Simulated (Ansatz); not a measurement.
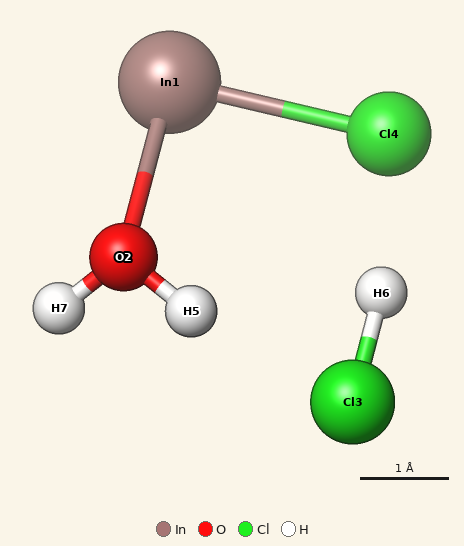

The input geometry (ball-and-stick view, seen at a tilt; atoms are numbered from 1 in the order of the input). Sticks mark near contacts. Bond lengths as drawn: Cl–H 1.37 Å, Cl–In 2.59 Å, H–O 0.98 to 1.00 Å and In–O 2.48 Å.

## InH$_{3}$Cl$_{2}$O: nudged elastic band

System: InH$_{3}$Cl$_{2}$O.
Method: RKS PBE/def2-SVP (Ansatz 0.2.0).

It belongs to a series of runs on one base structure; here: band between the two ends. Figures and captions count atoms from 1; the log counts them from 0 in places.

The input:
```yaml
crystal:
  periodic: [false, false, false]
  atoms:
    - { symbol: In, position_ang: [0.93509, -1.773822, 1.181151] }
    - { symbol: O, position_ang: [1.175881, -0.160202, -0.689024] }
    - { symbol: Cl, position_ang: [-1.448818, 1.470849, -0.676553] }
    - { symbol: Cl, position_ang: [-1.014034, -0.311895, 2.045972] }
    - { symbol: H, position_ang: [0.416185, 0.479956, -0.786025] }
    - { symbol: H, position_ang: [-1.397983, 0.790365, 0.516593] }
    - { symbol: H, position_ang: [1.333681, -0.495153, -1.592012] }
basis:
  gaussian: { orbitals: def2-SVP }
hamiltonian:
  xc: pbe
neb:
  order_check: false
  images: 7
  f_tol: 0.05
  max_iterations: 60
  final_atoms:
    - { symbol: In, position_ang: [-0.19568567, -1.72617557, 0.33504131] }
    - { symbol: O, position_ang: [1.40651349, 0.0072765, -0.6444452] }
    - { symbol: Cl, position_ang: [-1.58533534, 0.36706012, -0.75767229] }
    - { symbol: Cl, position_ang: [-0.75643025, 0.40385422, 2.3614074] }
    - { symbol: H, position_ang: [0.58867877, 0.52257447, -0.88471991] }
    - { symbol: H, position_ang: [-1.25584264, 0.66352557, 1.09593593] }
    - { symbol: H, position_ang: [1.79810363, -0.23801729, -1.50544525] }
  initial_path:
    images:
      - { positions_ang: [[0.93509, -1.773822, 1.181151], [1.175881, -0.160202, -0.689024], [-1.448818, 1.470849, -0.676553], [-1.014034, -0.311895, 2.045972], [0.416185, 0.479956, -0.786025], [-1.397983, 0.790365, 0.516593], [1.333681, -0.495153, -1.592012]] }
      - { positions_ang: [[0.61758525, -1.77440215, 0.97386068], [1.18128206, -0.13026738, -0.61693783], [-1.49808025, 1.16752768, -0.7615956], [-0.86516739, -0.11930474, 2.03603372], [0.3190112, 0.47057458, -0.66234849], [-1.12053973, 0.71562376, 0.54960601], [1.36591085, -0.32965374, -1.51851649]] }
      - { positions_ang: [[0.3000805, -1.77498231, 0.76657036], [1.18668312, -0.10033276, -0.54485166], [-1.5473425, 0.86420635, -0.84663821], [-0.71630078, 0.07328552, 2.02609545], [0.2218374, 0.46119316, -0.53867198], [-0.84309646, 0.64088252, 0.58261902], [1.3981407, -0.16415449, -1.44502098]] }
      - { positions_ang: [[-0.01742425, -1.77556246, 0.55928004], [1.19208419, -0.07039815, -0.4727655], [-1.59660475, 0.56088503, -0.93168081], [-0.56743416, 0.26587578, 2.01615717], [0.12466361, 0.45181174, -0.41499547], [-0.5656532, 0.56614129, 0.61563203], [1.43037056, 0.00134477, -1.37152546]] }
      - { positions_ang: [[-0.33492899, -1.77614261, 0.35198972], [1.19748525, -0.04046353, -0.40067933], [-1.64586699, 0.25756371, -1.01672341], [-0.41856755, 0.45846604, 2.00621889], [0.02748981, 0.44243032, -0.29131896], [-0.28820993, 0.49140005, 0.64864504], [1.46260041, 0.16684402, -1.29802995]] }
      - { positions_ang: [[-0.30011816, -1.76365085, 0.34775262], [1.24974231, -0.02852852, -0.4616208], [-1.63073408, 0.28493781, -0.95196063], [-0.50303323, 0.44481309, 2.09501602], [0.16778705, 0.46246636, -0.4396692], [-0.53011811, 0.53443143, 0.76046777], [1.54647621, 0.06562869, -1.34988378]] }
      - { positions_ang: [[-0.26530733, -1.75115909, 0.34351552], [1.30199937, -0.01659351, -0.52256226], [-1.61560116, 0.31231191, -0.88719785], [-0.5874989, 0.43116013, 2.18381315], [0.30808429, 0.4825024, -0.58801943], [-0.77202629, 0.57746281, 0.87229049], [1.63035202, -0.03558664, -1.4017376]] }
      - { positions_ang: [[-0.2304965, -1.73866733, 0.33927841], [1.35425643, -0.00465851, -0.58350373], [-1.60046825, 0.33968601, -0.82243507], [-0.67196457, 0.41750718, 2.27261027], [0.44838153, 0.50253843, -0.73636967], [-1.01393446, 0.62049419, 0.98411321], [1.71422782, -0.13680197, -1.45359142]] }
      - { positions_ang: [[-0.19568567, -1.72617557, 0.33504131], [1.40651349, 0.0072765, -0.6444452], [-1.58533534, 0.36706012, -0.75767229], [-0.75643025, 0.40385422, 2.3614074], [0.58867877, 0.52257447, -0.88471991], [-1.25584264, 0.66352557, 1.09593593], [1.79810363, -0.23801729, -1.50544525]] }
```

Launched with:
```bash
ansatz run input.yaml --threads 2 --pin off --max-ram 3072MiB --backend cpu --events-out ev --progress --plain --runs-dir out
```

Log:
```
Engine: ansatz 0.2.0, x86_64-unknown-linux-gnu
Functional definition: PBE
  parameter kappa = 0.804
  parameter beta = 0.06672455060314922
  exchange = pbe_x(kappa = kappa, mu = beta*pi^2/3)
  correlation = pbe_c(beta = beta)
1023 factors; their error is unknown
mean field evaluation 1: about -32291.1378 eV, gradient 5.2e1 eV
mean field evaluation 2: about -32239.4064 eV, gradient 1.5e2 eV
mean field evaluation 4: about -32295.6917 eV, gradient 1.2e1 eV
mean field evaluation 8: about -32296.1215 eV, gradient 1.9e-1 eV
mean field evaluation 16: about -32296.0870 eV, gradient 5.0e-5 eV
mean field -32296.08699632 eV, -1186.8593060406 hartree, gradient 5.0e-5 eV, S^2 0.000000; 0 other end points of the search recorded, 0 dependent functions left out
the calculation of the forces begins
reference -32296.08703409 eV, -1186.8593074287 hartree; 33, 33 occupied and 58, 58 virtual orbitals, 1023 factors
1023 factors; their error is unknown
mean field evaluation 32: about -32296.0994 eV, gradient 1.8e-4 eV
mean field -32296.09940689 eV, -1186.8597621207 hartree, gradient 5.1e-5 eV, S^2 0.000000; 0 other end points of the search recorded, 0 dependent functions left out
[... from here on the field's lines of each further geometry are left out, up to the last ...]
NEB iter   1: max|band force component| = 4.026e0 eV/Å  barrier→ = 2.3374 eV  barrier← = 2.3498 eV  Δτ_max = 0.1993 Å  (234 SCF iters)
NEB iter   2: max|band force component| = 2.470e0 eV/Å  barrier→ = 1.7168 eV  barrier← = 1.7292 eV  Δτ_max = 0.2000 Å  (223 SCF iters)
NEB iter   3: max|band force component| = 1.577e0 eV/Å  barrier→ = 1.1239 eV  barrier← = 1.1363 eV  Δτ_max = 0.1964 Å  (198 SCF iters)
NEB iter   4: max|band force component| = 1.671e0 eV/Å  barrier→ = 0.7704 eV  barrier← = 0.7829 eV  Δτ_max = 0.2000 Å  (189 SCF iters)
NEB iter   5: max|band force component| = 1.201e0 eV/Å  barrier→ = 0.5071 eV  barrier← = 0.5195 eV  Δτ_max = 0.1942 Å  (195 SCF iters)
NEB iter   6: max|band force component| = 1.975e0 eV/Å  barrier→ = 0.3428 eV  barrier← = 0.3552 eV  Δτ_max = 0.0996 Å  (198 SCF iters)
NEB iter   7: max|band force component| = 1.077e0 eV/Å  barrier→ = 0.2238 eV  barrier← = 0.2362 eV  Δτ_max = 0.1668 Å  (188 SCF iters)
NEB iter   8: max|band force component| = 1.475e0 eV/Å  barrier→ = 0.1489 eV  barrier← = 0.1613 eV  Δτ_max = 0.0865 Å  (194 SCF iters)
NEB iter   9: max|band force component| = 6.468e-1 eV/Å  barrier→ = 0.1337 eV  barrier← = 0.1461 eV  Δτ_max = 0.1711 Å  (191 SCF iters)
NEB iter  10: max|band force component| = 2.255e0 eV/Å  barrier→ = 0.3928 eV  barrier← = 0.4052 eV  Δτ_max = 0.0872 Å  (194 SCF iters)
NEB iter  11: max|band force component| = 1.088e0 eV/Å  barrier→ = 0.1581 eV  barrier← = 0.1705 eV  Δτ_max = 0.1723 Å  (187 SCF iters)
NEB iter  12: max|band force component| = 7.563e-1 eV/Å  barrier→ = 0.0700 eV  barrier← = 0.0824 eV  Δτ_max = 0.1714 Å  (187 SCF iters)
NEB iter  13: max|band force component| = 1.421e0 eV/Å  barrier→ = 0.1359 eV  barrier← = 0.1483 eV  Δτ_max = 0.0867 Å  (186 SCF iters)
NEB iter  14: max|band force component| = 1.556e-1 eV/Å  barrier→ = 0.0392 eV  barrier← = 0.0516 eV  CI = image 3  Δτ_max = 0.1436 Å  (187 SCF iters)
NEB iter  15: max|band force component| = 1.587e-1 eV/Å  barrier→ = 0.0332 eV  barrier← = 0.0457 eV  CI = image 6  Δτ_max = 0.0585 Å  (187 SCF iters)
NEB iter  16: max|band force component| = 1.426e-1 eV/Å  barrier→ = 0.0327 eV  barrier← = 0.0451 eV  CI = image 6  Δτ_max = 0.0175 Å  (184 SCF iters)
NEB iter  17: max|band force component| = 8.044e-2 eV/Å  barrier→ = 0.0323 eV  barrier← = 0.0447 eV  CI = image 6  Δτ_max = 0.0150 Å  (178 SCF iters)
the calculation of the forces begins
reference -32296.07385013 eV, -1186.8588229273 hartree; 33, 33 occupied and 58, 58 virtual orbitals, 1023 factors
1023 factors; their error is unknown
mean field evaluation 1120: about -32296.0895 eV, gradient 5.2e-2 eV
mean field -32296.05469916 eV, -1186.8581191421 hartree, gradient 2.3e-5 eV, S^2 0.000000; 1 other end points of the search recorded, 0 dependent functions left out
the calculation of the forces begins
reference -32296.05473656 eV, -1186.8581205164 hartree; 33, 33 occupied and 58, 58 virtual orbitals, 1023 factors
NEB iter  18: max|band force component| = 4.662e-2 eV/Å  barrier→ = 0.0323 eV  barrier← = 0.0447 eV  CI = image 6  Δτ_max = 0.0000 Å  (350 SCF iters)
```

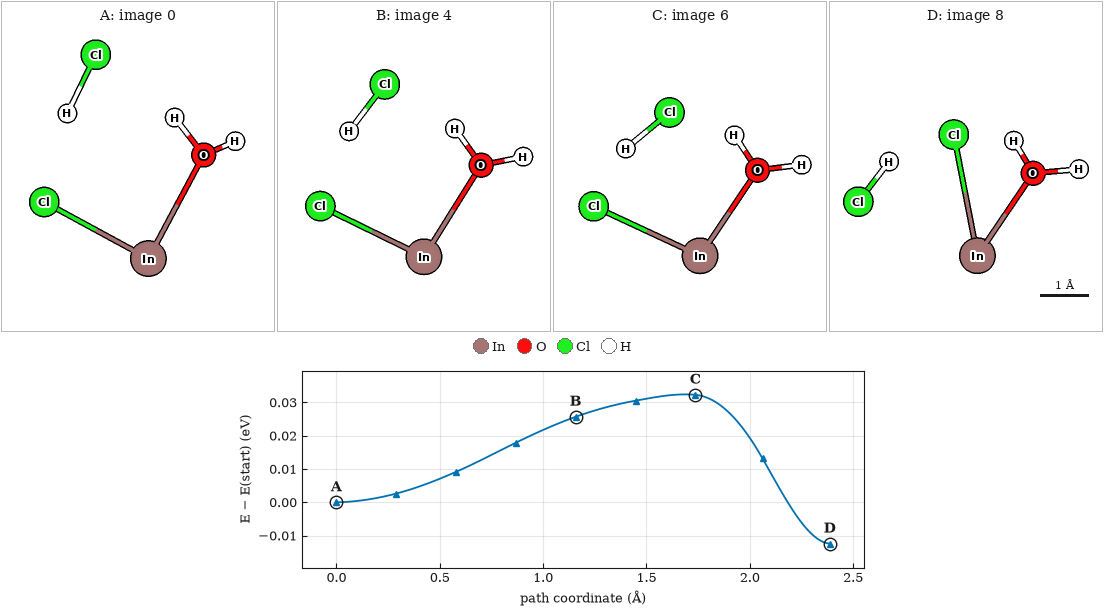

Images of the last band (counted from 0; ball-and-stick, seen at a tilt) above the energy along the path; the line is a cubic interpolation that uses the forces. The highest image is number 6, 0.032 eV above the start and 0.045 eV above the end (the climbing image); the end lies 0.012 eV below the start. The path is 2.39 Å long. The band converged in 18 iterations.

```
Total energy: -32296.05473656 eV, -1186.8581205164 hartree
Atom 0 at    -0.007049    -1.767267     0.587282 Å, force    -0.003626    -0.003159    -0.002185 eV/Å
Atom 1 at     1.365974    -0.007439    -0.644189 Å, force     0.010681    -0.001069     0.039176 eV/Å
Atom 2 at    -1.649592     0.651259    -0.652337 Å, force     0.007953    -0.004332    -0.001959 eV/Å
Atom 3 at    -0.612326     0.217681     2.272790 Å, force     0.002094     0.002185     0.004472 eV/Å
Atom 4 at     0.569432     0.563867    -0.799130 Å, force     0.005633    -0.004293    -0.026101 eV/Å
Atom 5 at    -1.286030     0.643042     0.776482 Å, force    -0.003104     0.000053     0.001223 eV/Å
Atom 6 at     1.619593    -0.301045    -1.540797 Å, force    -0.019631     0.010617    -0.014626 eV/Å
Dipole moment:     0.421130    -0.448336    -0.544977 e Å
this run last wrote the band of iteration 18 to [file]
```

The last band as extended XYZ (Å, eV, eV/Å):
```
7
Properties=species:S:1:pos:R:3:forces:R:3 image=0 energy=-32296.08700
In    0.9351   -1.7738    1.1812   -0.0005   0.0013   0.0005
O     1.1759   -0.1602   -0.6890    0.0140  -0.0089   0.0003
Cl   -1.4488    1.4708   -0.6766    0.0005  -0.0025   0.0076
Cl   -1.0140   -0.3119    2.0460    0.0016  -0.0049   0.0033
H     0.4162    0.4800   -0.7860   -0.0108   0.0062  -0.0054
H    -1.3980    0.7904    0.5166   -0.0031   0.0079  -0.0099
H     1.3337   -0.4952   -1.5920   -0.0018   0.0009   0.0035
7
Properties=species:S:1:pos:R:3:forces:R:3 image=1 energy=-32296.08436
In    0.8015   -1.8488    1.0901    0.0090   0.0027   0.0051
O     1.1953   -0.1370   -0.6673   -0.0032  -0.0010  -0.0023
Cl   -1.5109    1.3621   -0.7115    0.0026   0.0075   0.0010
Cl   -0.9120   -0.2056    2.1105   -0.0053  -0.0057  -0.0026
H     0.4239    0.4867   -0.7763   -0.0002  -0.0019   0.0001
H    -1.3939    0.7811    0.5283   -0.0006   0.0011  -0.0008
H     1.3960   -0.4384   -1.5737   -0.0024  -0.0027  -0.0006
7
Properties=species:S:1:pos:R:3:forces:R:3 image=2 energy=-32296.07784
In    0.6568   -1.8863    0.9939    0.0171   0.0013   0.0076
O     1.2224   -0.1061   -0.6571   -0.0082  -0.0023  -0.0075
Cl   -1.5692    1.2312   -0.7245    0.0039   0.0123   0.0020
Cl   -0.8016   -0.1042    2.1682   -0.0081  -0.0078  -0.0039
H     0.4401    0.5023   -0.7684   -0.0018  -0.0010   0.0039
H    -1.3808    0.7577    0.5541   -0.0022   0.0032  -0.0031
H     1.4323   -0.3944   -1.5661   -0.0007  -0.0057   0.0011
7
Properties=species:S:1:pos:R:3:forces:R:3 image=3 energy=-32296.06908
In    0.5077   -1.8930    0.8766    0.0158  -0.0063   0.0179
O     1.2452   -0.0714   -0.6706    0.0065  -0.0044   0.0457
Cl   -1.6238    1.0954   -0.6916    0.0068   0.0115   0.0016
Cl   -0.6774   -0.0261    2.2251   -0.0025  -0.0126  -0.0135
H     0.4523    0.5235   -0.7682    0.0008  -0.0019  -0.0303
H    -1.3538    0.7250    0.6114   -0.0070   0.0074   0.0005
H     1.4498   -0.3533   -1.5826   -0.0203   0.0064  -0.0219
7
Properties=species:S:1:pos:R:3:forces:R:3 image=4 energy=-32296.06130
In    0.2913   -1.8806    0.7734    0.0138  -0.0057   0.0071
O     1.2802   -0.0696   -0.6713    0.0078  -0.0077   0.0138
Cl   -1.6326    0.9901   -0.6656    0.0019   0.0128  -0.0038
Cl   -0.5948    0.0556    2.2600   -0.0042  -0.0042  -0.0015
H     0.4978    0.5355   -0.7734   -0.0075   0.0017  -0.0090
H    -1.3149    0.7267    0.6617   -0.0014   0.0006  -0.0013
H     1.4730   -0.3576   -1.5847   -0.0105   0.0024  -0.0053
7
Properties=species:S:1:pos:R:3:forces:R:3 image=5 energy=-32296.05646
In    0.1288   -1.8246    0.6890    0.0055  -0.0012   0.0042
O     1.3249   -0.0396   -0.6593    0.0035  -0.0002   0.0166
Cl   -1.6529    0.8223   -0.6580    0.0032   0.0059  -0.0004
Cl   -0.5725    0.1372    2.2752   -0.0004  -0.0034   0.0006
H     0.5376    0.5523   -0.7843    0.0020  -0.0055  -0.0096
H    -1.3022    0.6888    0.7033   -0.0023  -0.0001  -0.0047
H     1.5363   -0.3362   -1.5659   -0.0115   0.0044  -0.0068
7
Properties=species:S:1:pos:R:3:forces:R:3 image=6 energy=-32296.05470
In   -0.0070   -1.7673    0.5873   -0.0036  -0.0032  -0.0022
O     1.3660   -0.0074   -0.6442    0.0107  -0.0011   0.0392
Cl   -1.6496    0.6513   -0.6523    0.0080  -0.0043  -0.0020
Cl   -0.6123    0.2177    2.2728    0.0021   0.0022   0.0045
H     0.5694    0.5639   -0.7991    0.0056  -0.0043  -0.0261
H    -1.2860    0.6430    0.7765   -0.0031   0.0001   0.0012
H     1.6196   -0.3010   -1.5408   -0.0196   0.0106  -0.0146
7
Properties=species:S:1:pos:R:3:forces:R:3 image=7 energy=-32296.07381
In   -0.1091   -1.7309    0.4533   -0.0342   0.0057  -0.0367
O     1.4007    0.0130   -0.6337   -0.0115   0.0087  -0.0179
Cl   -1.6037    0.4865   -0.6912    0.0196  -0.0469  -0.0285
Cl   -0.6975    0.3219    2.2824   -0.0147   0.0329   0.0005
H     0.5840    0.5532   -0.8127    0.0056   0.0034  -0.0047
H    -1.2547    0.6254    0.9291    0.0188  -0.0050   0.0802
H     1.6803   -0.2690   -1.5270    0.0164   0.0012   0.0070
7
Properties=species:S:1:pos:R:3:forces:R:3 image=8 energy=-32296.09941
In   -0.1957   -1.7262    0.3350   -0.0031  -0.0125  -0.0100
O     1.4065    0.0073   -0.6444    0.0193   0.0041   0.0135
Cl   -1.5853    0.3671   -0.7577    0.0092  -0.0026   0.0224
Cl   -0.7564    0.4039    2.3614   -0.0103   0.0086  -0.0155
H     0.5887    0.5226   -0.8847    0.0119  -0.0112  -0.0237
H    -1.2558    0.6635    1.0959   -0.0022   0.0028   0.0091
H     1.7981   -0.2380   -1.5054   -0.0247   0.0109   0.0042
```

Key numbers:

```tsv
quantity	value
outcome	converged
barrier, forward	0.032 eV
barrier, backward	0.045 eV
hardware	2 threads of Intel Xeon (Granite Rapids), 176 GiB of memory available, shared host
wall time	100 s (CPU time 3.2 min)
peak memory	0.15 GiB
```

Remarks:

The order of the saddle point was not checked.
